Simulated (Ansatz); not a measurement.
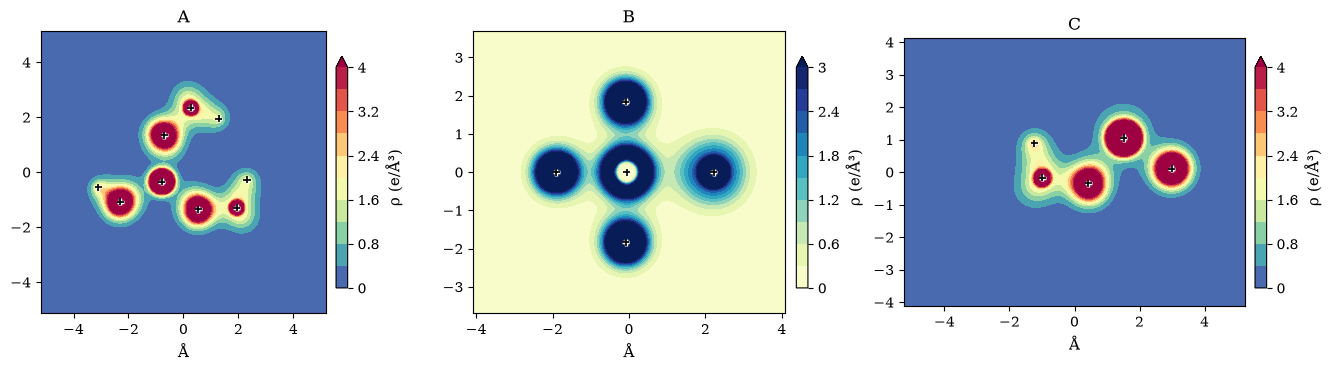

The total electron density of 3 systems, each on a plane through atoms (crosses mark nuclei in the plane).

Level of theory: RKS PBE0-D4/def2-TZVPP in Ansatz.

System 1: C3H7FGeO (SMILES CC(C)[O][Ge][F]), the plane of atoms O4, C2 and H10. Geometry: PBE0-D4/def2-TZVP.

```
atom    x (Å)    y (Å)    z (Å)
   C  -0.8319  -1.0397   0.7019
   C   0.2243  -0.0598   0.2347
   C   1.0049  -0.5767  -0.9560
   O  -0.4136   1.1571  -0.1318
  Ge  -0.0400   2.6842   0.6877
   F  -1.1456   3.6570  -0.2599
   H  -1.5546  -1.2184  -0.0977
   H  -0.3782  -1.9933   0.9822
   H  -1.3705  -0.6461   1.5663
   H   0.9284   0.1194   1.0648
   H   1.4998  -1.5202  -0.7141
   H   0.3315  -0.7420  -1.8003
   H   1.7659   0.1436  -1.2631
```

System 2: C2H7AlO3 (SMILES C[O][Al]([OH])[O]C), the plane of atoms Al3, O4 and H10. Geometry: PBE0-D4/def2-TZVP.

```json
{"atom": "C", "x (Å)": "0.3859", "y (Å)": "-0.9592", "z (Å)": "1.8324"}
{"atom": "O", "x (Å)": "1.1028", "y (Å)": "-0.0593", "z (Å)": "1.0447"}
{"atom": "Al", "x (Å)": "0.9092", "y (Å)": "0.7878", "z (Å)": "-0.3934"}
{"atom": "O", "x (Å)": "2.1388", "y (Å)": "1.8306", "z (Å)": "-0.8918"}
{"atom": "O", "x (Å)": "-0.4317", "y (Å)": "0.6770", "z (Å)": "-1.3875"}
{"atom": "C", "x (Å)": "-1.6387", "y (Å)": "-0.0113", "z (Å)": "-1.4768"}
{"atom": "H", "x (Å)": "0.8671", "y (Å)": "-1.9434", "z (Å)": "1.8229"}
{"atom": "H", "x (Å)": "-0.6500", "y (Å)": "-1.0881", "z (Å)": "1.4953"}
{"atom": "H", "x (Å)": "0.3585", "y (Å)": "-0.6100", "z (Å)": "2.8701"}
{"atom": "H", "x (Å)": "2.9276", "y (Å)": "1.9428", "z (Å)": "-0.3642"}
{"atom": "H", "x (Å)": "-1.7368", "y (Å)": "-0.8002", "z (Å)": "-0.7205"}
{"atom": "H", "x (Å)": "-1.7312", "y (Å)": "-0.4797", "z (Å)": "-2.4624"}
{"atom": "H", "x (Å)": "-2.4810", "y (Å)": "0.6783", "z (Å)": "-1.3538"}
```

System 3: Cl3F3W, the plane of atoms F3, W2 and Cl5. Geometry: PBE0-D4/def2-TZVP; core potentials replace the inner electrons of W.

```xyz
7

F    -0.4108   -1.4363    1.1419
W    -0.0066   -0.0230    0.0183
F     1.5199    0.2764    1.0019
F    -1.5484   -0.3761   -0.9227
Cl    0.4887    1.7087   -1.3584
Cl   -1.1756    1.3376    1.4208
Cl    1.1328   -1.4872   -1.3019
```

**Match each panel to its system.**

Panel A is system 2, C2H7AlO3: the plane holds C, O, Al and H. C–O (1.39 Å): ρ at the midpoint is about 2.1 e/Å³, with its minimum of 1.8 e/Å³ about 0.5 Å from C. Panel B is system 3, Cl3F3W: the plane holds F, W and Cl. W–F (1.84 Å): ρ at the midpoint is about 1.2 e/Å³. Panel C is system 1, C3H7FGeO: the plane holds C, O, Ge, F and H. C–O (1.42 Å): ρ is about 2 e/Å³ halfway, with its minimum of 1.7 e/Å³ about 0.5 Å from C.
